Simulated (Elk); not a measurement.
# MnIn4: moments or none, part 2 of 2

Aim: find out whether MnIn4 carries moments when they start parallel, and what they gain.

Elk 11.2.3 (patched build); AM05; all-electron APW+lo, Dirac cores, scalar-relativistic bands.

So far. Step 2 (Order 1, typed as ferro +): After 25 cycles the largest moment stands at 0.888 μB.

**3. Run 2 (no spin polarisation)**

A run without seeds gives the energy of the state without moments.

Input file elk.in:

```
tasks
  0

xctype
  100 120 135

rgkmax
  7.0

nempty
  14

swidth
  0.002

epsengy
  1e-05

maxscl
  100

lmaxi
  2

lmaxapw
  10

lmaxo
  8

sppath
  './'

avec
  -5.68571347747 5.68571347747 5.68571347747
  5.68571347747 -5.68571347747 5.68571347747
  5.68571347747 5.68571347747 -5.68571347747

atoms
  2
  'Mn.in'
  1
  0.0000000000 0.0000000000 0.0000000000   0.000000 0.000000 0.000000
  'In.in'
  4
  0.0000000000 0.0000000000 0.5000000000   0.000000 0.000000 0.000000
  0.0000000000 0.5000000000 0.0000000000   0.000000 0.000000 0.000000
  0.5000000000 0.0000000000 0.0000000000   0.000000 0.000000 0.000000
  0.5000000000 0.5000000000 0.5000000000   0.000000 0.000000 0.000000

ngridk
  6 6 6
```

On the command line:

```console
OMP_NUM_THREADS=4 elk
```

Numbers of over 12 decimals in the logs are rounded to 6 here.

What it wrote:

```text
Warning(gndstate): core states of species 2 leak from the muffin-tin :   0.1906356983E-03

--- INFO.OUT ---
┌─────────────────────────┐
│ Elk code version 11.2.3 │
└─────────────────────────┘

All units are atomic (Hartree, Bohr, etc.)

┌─────────────────────────────────────────────────┐
│ Ground-state run starting from atomic densities │
└─────────────────────────────────────────────────┘

Lattice vectors :
  -5.685713477       5.685713477       5.685713477
   5.685713477      -5.685713477       5.685713477
   5.685713477       5.685713477      -5.685713477

Species : 1 (Mn)
 parameters loaded from : Mn.in
 name : manganese
 nuclear charge    :   -25.00000000
 electronic charge :    25.00000000
 atomic mass :    100145.9370
 muffin-tin radius :    2.339506709
 number of radial points in muffin-tin :    993
 inner part over the whole radius :   0.9872760542E-02
 number on inner part of muffin-tin    :    699
 approximate nuclear radius :   0.7074591925E-04
 number of mesh points to nuclear radius :    330
 atomic positions (lattice), magnetic fields (Cartesian) :
  1 :   0.00000000  0.00000000  0.00000000    0.00000000  0.00000000  0.00000000

Species : 2 (In)
 parameters loaded from : In.in
 name : indium
 nuclear charge    :   -49.00000000
 electronic charge :    49.00000000
 atomic mass :    209300.4102
 muffin-tin radius :    2.534465601
 number of radial points in muffin-tin :   1193
 inner part over the whole radius :   0.9882925111E-02
 number on inner part of muffin-tin    :    849
 approximate nuclear radius :   0.8768807633E-04
 number of mesh points to nuclear radius :    428
 atomic positions (lattice), magnetic fields (Cartesian) :
  1 :   0.00000000  0.00000000  0.50000000    0.00000000  0.00000000  0.00000000
  2 :   0.00000000  0.50000000  0.00000000    0.00000000  0.00000000  0.00000000
  3 :   0.50000000  0.00000000  0.00000000    0.00000000  0.00000000  0.00000000
  4 :   0.50000000  0.50000000  0.50000000    0.00000000  0.00000000  0.00000000

Total number of atoms per unit cell :    5
Total muffin-tin volume :    326.4136662
 ratio of muffin-tin to unit cell volume :   0.4439698019

Spin treatment :
 spin-unpolarised

Number of Bravais lattice symmetries :   48
Number of crystal symmetries         :   48
Crystal has inversion symmetry
Real symmetric eigensolver will be used

k-point grid :      6     6     6
k-point offset :    0.000000000       0.000000000       0.000000000
k-point set is reduced with full crystal symmetry group
Total number of k-points :       16

Muffin-tin radius times maximum |G+k| :    7.000000000
 using average radius
Maximum |G+k| for APW functions       :    2.805078513
Maximum (1/2)|G+k|²                   :    3.934232732
Maximum |G| for potential and density :    12.00000000
Constant for pseudocharge density :    8
 order of it for each species :   15  15
 order of it for pair densities of each species (exact exchange by exxq0 0: 17) :    8  10
Radial integration step length :    1

G-vector grid sizes :     40    40    40
Number of G-vectors :    21457

Maximum angular momentum used for
 APW functions            :   10
 outer part of muffin-tin :    8
 inner part of muffin-tin :    2

Number of empty states         :     70
Total number of valence states :    116
Total number of core states    :    130

Third-order local-orbitals added for an l without core states : T
Total number of local-orbitals :     91

Using Libxc version 7.0.0
Exchange-correlation functional :    100   120   135
 gga_x_am05; gga_c_am05
 gradient requirement :    2
 generalised gradient approximation (GGA)

Smearing type :    3
 Fermi-Dirac
Smearing width :   0.2000000000E-02
Effective electronic temperature (K) :    631.5500496

Mixing type :    3
 Broyden mixing, J. Phys. A: Math. Gen. 17, L317 (1984)

Kohn-Sham potential initialised from atomic data

┌──────────────────────────────┐
│ Self-consistent loop started │
└──────────────────────────────┘

┌─────────────────┐
│ Loop number : 1 │
└─────────────────┘

Energies :
 Fermi                       :     0.108297
 sum of occupied eigenvalues :     -14839.410823402
 electron kinetic            :      25870.373565440
 core electron kinetic       :      24901.407255084
 Coulomb                     :     -49867.194431061
 Coulomb potential           :     -39789.928056050
 nuclear-nuclear             :     -2669.0940965415
 electron-nuclear            :     -54675.334694539
 Hartree                     :      7477.2343600192
 Madelung                    :     -29972.230403036
 xc potential                :     -919.85633279185
 exchange                    :     -652.32908434254
 correlation                 :     -19.472611220981
 electron entropic           :    -0.10554089069249E-02
 total energy                :     -24668.623616594

Density of states at Fermi energy :    75.04401243
 (states/Hartree/unit cell)

Estimated indirect band gap :   0.5391354309E-02
 from k-point 10 to k-point 4
Estimated direct band gap   :   0.1056304241E-01
 at k-point 3

Charges :
 core                        :    130.0000000
 valence                     :    91.00000000
 interstitial                :    6.486300525
 muffin-tins (core leakage)
  species : 1 (Mn)
   atom 1                    :    26.66326351     ( -0.2232066354E-06)
  species : 2 (In)
   atom 1                    :    46.96260899     (  0.2004453804E-03)
   atom 2                    :    46.96260899     (  0.2004453804E-03)
   atom 3                    :    46.96260899     (  0.2004453804E-03)
   atom 4                    :    46.96260899     (  0.2004453804E-03)
 total in muffin-tins        :    214.5136995
 total calculated charge     :    220.9990290
 total charge                :    221.0000000
 error                       :   0.9710250634E-03

[... earlier loops left out ...]

┌──────────────────┐
│ Loop number : 23 │
└──────────────────┘

Energies :
 Fermi                       :     0.248918
 sum of occupied eigenvalues :     -14823.973573739
 electron kinetic            :      25867.846700997
 core electron kinetic       :      24903.284229254
 Coulomb                     :     -49867.208857592
 Coulomb potential           :     -39805.070847478
 nuclear-nuclear             :     -2669.0940965415
 electron-nuclear            :     -54658.933914951
 Hartree                     :      7460.8191539003
 Madelung                    :     -29964.673433853
 xc potential                :     -886.74942725810
 exchange                    :     -651.02456226661
 correlation                 :     -19.424775701936
 electron entropic           :    -0.12878521487155E-02
 total energy                :     -24669.812782416

Density of states at Fermi energy :    103.1008984
 (states/Hartree/unit cell)

Estimated indirect band gap :   0.2039787827E-02
 from k-point 15 to k-point 13
Estimated direct band gap   :   0.2271351838E-02
 at k-point 15

Charges :
 core                        :    130.0000000
 valence                     :    91.00000000
 interstitial                :    7.712123232
 muffin-tins (core leakage)
  species : 1 (Mn)
   atom 1                    :    23.93396422     ( -0.2232063352E-06)
  species : 2 (In)
   atom 1                    :    47.33847814     (  0.1906356983E-03)
   atom 2                    :    47.33847814     (  0.1906356983E-03)
   atom 3                    :    47.33847814     (  0.1906356983E-03)
   atom 4                    :    47.33847814     (  0.1906356983E-03)
 total in muffin-tins        :    213.2878768
 total calculated charge     :    220.9991052
 total charge                :    221.0000000
 error                       :   0.8947792132E-03

┌──────────────────────────────┐
│ Self-consistent loop stopped │
└──────────────────────────────┘

Warning : core states of species 2 leak from the muffin-tin :   0.1906356983E-03

Wrote STATE.OUT
```

The job ended after 31 s (4 threads of Arm Neoverse V2, shared host; peak memory 0.22 GiB; 1.9 min of CPU time).

Read from the output:

```
density of states at the Fermi level : 3.789 states/eV/cell
final state                          : non-magnetic (no spin polarisation)
```

It lies 37.7 meV a seeded atom over the first start.

**4. A faulty input**

An input with a fault is tried, to see how the program answers.

Input file elk.in:

```
tasks
  0

xctype
  100 120 135

rgkmax
  high

nempty
  14

swidth
  0.002

reducebf
  0.5

epsengy
  1e-05

maxscl
  75

lmaxi
  2

lmaxapw
  10

lmaxo
  8

spinpol
  .true.

sppath
  './'

avec
  -5.68571347747 5.68571347747 5.68571347747
  5.68571347747 -5.68571347747 5.68571347747
  5.68571347747 5.68571347747 -5.68571347747

atoms
  2
  'Mn.in'
  1
  0.0000000000 0.0000000000 0.0000000000   0.000000 0.000000 -0.262500
  'In.in'
  4
  0.0000000000 0.0000000000 0.5000000000   0.000000 0.000000 0.000000
  0.0000000000 0.5000000000 0.0000000000   0.000000 0.000000 0.000000
  0.5000000000 0.0000000000 0.0000000000   0.000000 0.000000 0.000000
  0.5000000000 0.5000000000 0.5000000000   0.000000 0.000000 0.000000

ngridk
  6 6 6
```

On the command line:

```console
OMP_NUM_THREADS=4 elk
```

What it wrote:

```text
┌─────────────────────────────────┐
│ Elk code version 11.2.3 started │
└─────────────────────────────────┘

Error(readinput): error reading from elk.in
Problem occurred in 'rgkmax' block
Check input convention in manual
```

Wall time 0.01 s (4 threads); peak memory 0.05 GiB.

The input was rejected at the start.

The program's message: “Error(readinput): error reading from elk.in”

The fault put into the input: a word for a number.

The value must be typed in digits.

**5. The states side by side**

These are free energies at a smearing of 0.0544 eV, so its entropy term is in the differences. They are divided by the number of seeded atoms, so that cells of unlike size compare.

Orders:

```csv
start,final state,typed order kept,energy over the lowest (meV a seeded atom),largest sphere moment (μB),net moment (μB a primitive cell),DOS at the Fermi level (states/eV a primitive cell),mesh matched,CPU time (s)
ferro +,ferromagnetic,yes,0,0.8885,0.7074,2.225,yes,1315
no spin polarisation,non-magnetic,-,37.74,0,0,3.789,yes,112.8
```

**6. The lowest state with spin–orbit coupling**

Orbital moments arise only with spin–orbit coupling, and measured moments hold them.

The run goes on from the saved lowest state, with the moments along the z axis of the cell.

elk.in: that of step 4 with these lines changed.

```diff
@@ -1,3 +1,4 @@
 tasks
-  0
+  1
+  15
 
@@ -7,3 +8,3 @@
 rgkmax
-  high
+  7.0
 
@@ -22,6 +23,6 @@
 maxscl
-  75
+  100
 
 lmaxi
-  2
+  3
 
@@ -34,2 +35,8 @@
 spinpol
+  .true.
+
+spinorb
+  .true.
+
+cmagz
   .true.
@@ -48,3 +55,3 @@
   1
-  0.0000000000 0.0000000000 0.0000000000   0.000000 0.000000 -0.262500
+  0.0000000000 0.0000000000 0.0000000000   0.000000 0.000000 -0.000262
   'In.in'
```

On the command line:

```console
OMP_NUM_THREADS=4 elk
```

What it wrote:

```text
Warning(gndstate): core states of species 2 leak from the muffin-tin :   0.1905057239E-03
Warning(chksvso): spin-orbit splittings by the second variation are low [figures from our tests cut]: local-orbitals by j (lorbdm 7 and 8, zora) mend levels alone

--- INFO.OUT ---
┌─────────────────────────┐
│ Elk code version 11.2.3 │
└─────────────────────────┘

All units are atomic (Hartree, Bohr, etc.)

┌──────────────────────────────────────────┐
│ Ground-state run resuming from STATE.OUT │
└──────────────────────────────────────────┘

Lattice vectors :
  -5.685713477       5.685713477       5.685713477
   5.685713477      -5.685713477       5.685713477
   5.685713477       5.685713477      -5.685713477

Species : 1 (Mn)
 parameters loaded from : Mn.in
 name : manganese
 nuclear charge    :   -25.00000000
 electronic charge :    25.00000000
 atomic mass :    100145.9370
 muffin-tin radius :    2.339506709
 number of radial points in muffin-tin :    993
 inner part over the whole radius :   0.9872760542E-02
 number on inner part of muffin-tin    :    699
 approximate nuclear radius :   0.7074591925E-04
 number of mesh points to nuclear radius :    330
 atomic positions (lattice), magnetic fields (Cartesian) :
  1 :   0.00000000  0.00000000  0.00000000    0.00000000  0.00000000  0.00000000

Species : 2 (In)
 parameters loaded from : In.in
 name : indium
 nuclear charge    :   -49.00000000
 electronic charge :    49.00000000
 atomic mass :    209300.4102
 muffin-tin radius :    2.534465601
 number of radial points in muffin-tin :   1193
 inner part over the whole radius :   0.9882925111E-02
 number on inner part of muffin-tin    :    849
 approximate nuclear radius :   0.8768807633E-04
 number of mesh points to nuclear radius :    428
 atomic positions (lattice), magnetic fields (Cartesian) :
  1 :   0.00000000  0.00000000  0.50000000    0.00000000  0.00000000  0.00000000
  2 :   0.00000000  0.50000000  0.00000000    0.00000000  0.00000000  0.00000000
  3 :   0.50000000  0.00000000  0.00000000    0.00000000  0.00000000  0.00000000
  4 :   0.50000000  0.50000000  0.50000000    0.00000000  0.00000000  0.00000000

Total number of atoms per unit cell :    5
Total muffin-tin volume :    326.4136662
 ratio of muffin-tin to unit cell volume :   0.4439698019

Spin treatment :
 spin-polarised
 spin-orbit coupling
 global magnetic field (Cartesian) :    0.000000000       0.000000000       0.000000000
 collinear magnetisation in z-direction

Number of Bravais lattice symmetries :   48
Number of crystal symmetries         :    8
Crystal has inversion symmetry
Real symmetric eigensolver will be used

k-point grid :      6     6     6
k-point offset :    0.000000000       0.000000000       0.000000000
k-point set is reduced with full crystal symmetry group
Total number of k-points :       36

Muffin-tin radius times maximum |G+k| :    7.000000000
 using average radius
Maximum |G+k| for APW functions       :    2.805078513
Maximum (1/2)|G+k|²                   :    3.934232732
Maximum |G| for potential and density :    12.00000000
Constant for pseudocharge density :    8
 order of it for each species :   15  15
 order of it for pair densities of each species (exact exchange by exxq0 0: 17) :    8  10
Radial integration step length :    1

G-vector grid sizes :     40    40    40
Number of G-vectors :    21457

Maximum angular momentum used for
 APW functions            :   10
 outer part of muffin-tin :    8
 inner part of muffin-tin :    3

Number of empty states         :     70
Total number of valence states :    232
Total number of core states    :    130

Third-order local-orbitals added for an l without core states : T
Total number of local-orbitals :     91

Using Libxc version 7.0.0
Exchange-correlation functional :    100   120   135
 gga_x_am05; gga_c_am05
 gradient requirement :    2
 generalised gradient approximation (GGA)

Smearing type :    3
 Fermi-Dirac
Smearing width :   0.2000000000E-02
Effective electronic temperature (K) :    631.5500496

Mixing type :    3
 Broyden mixing, J. Phys. A: Math. Gen. 17, L317 (1984)

Potential read in from STATE.OUT

┌──────────────────────────────┐
│ Self-consistent loop started │
└──────────────────────────────┘

[... earlier loops left out ...]

┌──────────────────┐
│ Loop number : 15 │
└──────────────────┘

Energies :
 Fermi                       :     0.247772
 sum of occupied eigenvalues :     -14824.133595613
 electron kinetic            :      25867.755257097
 core electron kinetic       :      24903.319557282
 Coulomb                     :     -49867.135049384
 Coulomb potential           :     -39805.134420258
 nuclear-nuclear             :     -2669.0940965415
 electron-nuclear            :     -54658.711367166
 Hartree                     :      7460.6704143241
 Madelung                    :     -29964.567839255
 xc potential                :     -886.73764372551
 xc effective B-field        :    -0.16788758416965E-01
 external B-field            :      0.000000
 exchange                    :     -651.02940913887
 correlation                 :     -19.423331739299
 electron entropic           :    -0.80586110342264E-03
 total energy                :     -24669.833339026
 (external B-field energy excluded from total)

Density of states at Fermi energy :    59.39769212
 (states/Hartree/unit cell)

Estimated indirect band gap :   0.3495439505E-03
 from k-point 20 to k-point 20
Estimated direct band gap   :   0.3495439505E-03
 at k-point 20

Charges :
 core                        :    130.0000000
 valence                     :    91.00000000
 interstitial                :    7.712490629
 muffin-tins (core leakage)
  species : 1 (Mn)
   atom 1                    :    23.93071657     ( -0.2232063299E-06)
  species : 2 (In)
   atom 1                    :    47.33919820     (  0.1905057239E-03)
   atom 2                    :    47.33919820     (  0.1905057239E-03)
   atom 3                    :    47.33919820     (  0.1905057239E-03)
   atom 4                    :    47.33919820     (  0.1905057239E-03)
 total in muffin-tins        :    213.2875094
 total calculated charge     :    220.9991303
 total charge                :    221.0000000
 error                       :   0.8697054501E-03

Moments :
 interstitial                :  -0.5840656762E-01
 muffin-tins
  species : 1 (Mn)
   atom 1                    :   0.8854322424
  species : 2 (In)
   atom 1                    :  -0.3044947815E-01
   atom 2                    :  -0.3044947815E-01
   atom 3                    :  -0.3044947815E-01
   atom 4                    :  -0.3044947815E-01
 total in muffin-tins        :   0.7636343298
 total moment                :   0.7052277622

┌──────────────────────────────┐
│ Self-consistent loop stopped │
└──────────────────────────────┘

Warning : core states of species 2 leak from the muffin-tin :   0.1905057239E-03

Wrote STATE.OUT
```

Run time: 12 min. Hardware: 4 threads; peak memory 0.72 GiB.

Spin moment in the muffin-tin sphere by atom:

```csv
atom,spin moment in the muffin-tin sphere (μB)
Mn1,0.885
In2,-0.030
In3,-0.030
In4,-0.030
In5,-0.030
```

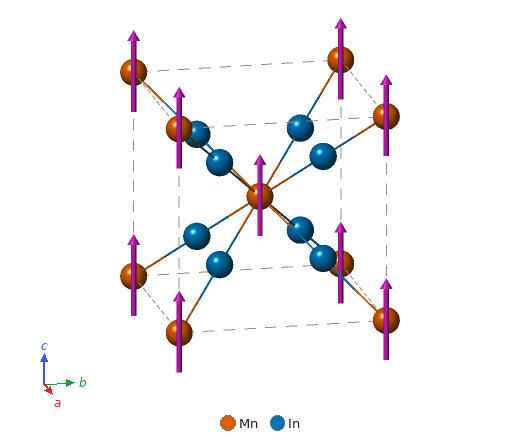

Spin moment in the muffin-tin sphere as arrows, the longest 0.885 μB. Up and down stand for the sign. Arrows give size and sign along the axis of quantisation, drawn up and down the page. Some periodic images of atoms are drawn too.

Numbers from this step:

```
density of states at the Fermi level : 2.183 states/eV/cell
moment between the spheres           : -0.05841 μB
magnetization                        : 0.7052 μB
final state                          : ferromagnetic
```

Orbital moment <L> in the sphere by atom:

```csv
atom,x (μB),y (μB),z (μB),size
Mn1,0.0000,0.0000,-0.0027,0.0027
In2,0.0005,0.0005,0.0001,0.0007
In3,-0.0005,0.0005,0.0001,0.0007
In4,0.0005,-0.0005,0.0001,0.0007
In5,-0.0005,-0.0005,0.0001,0.0007
```

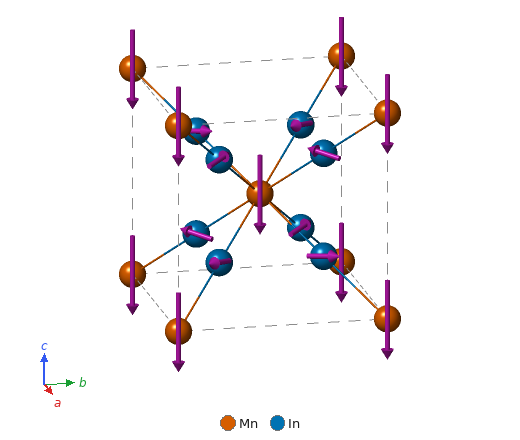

Orbital moment <L> in the sphere as arrows, the longest 0.0027 μB. Each arrow also spans its atom, so small moments look longer than they are. Some periodic images of atoms are drawn too.

**7. What came out**

- lower run: with moments
- largest site moment: 0.888 μB
- energy gained by spin polarisation: 37.7 meV a seeded atom
- with spin–orbit coupling: largest spin moment and its orbital moment: 0.885 and -0.00265 μB

What this shows: The crystal holds moments, up to 0.888 μB, and gains 37.7 meV a seeded atom by them. The orbital moment is almost quenched. No antiferromagnetic order was tried, so the session says nothing on how the moments order.

[Logs and program files are shortened in this print: banners, set-up blocks, solver, clock and traceback lines can be left out without a mark of their own.]

[Logs are printed without paths, hosts, clocks, repeated set-up lines and the standing remarks that a program may print on its own settings, such as how far it seeks lower states.]

[Hosts, paths, dates, database ids (printed as entryN), source tags and the programs' standing remarks are cut or masked in the printed files.]

[Where a cell is said to come from a database of computed structures, the database is the Materials Project.]
